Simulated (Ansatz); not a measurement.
The starting structures come from a database of crystals and need not be the phases stable at ambient conditions.

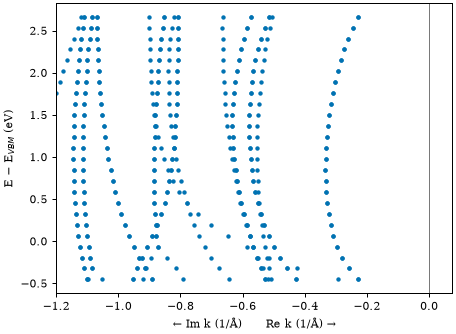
Figure. Complex bands at the centre of the two-dimensional zone; PBEsol in Ansatz (an electronic-structure program)

No gap correction and no spin-orbit coupling; mid-gap values are interpolated between computed energies.

This is KIO$_{3}$ (R3m, not sure to be the ambient phase, 5 atoms a cell, 17.5 Å³ an atom) along the normal of (100). Read off the slowest decay at the centre of the two-dimensional zone at 1.24 eV, the computed energy nearest the middle of the gap.

κ ≈ 0.33 1/Å, a decay length 1/(2κ) of the density of 1.5 Å.
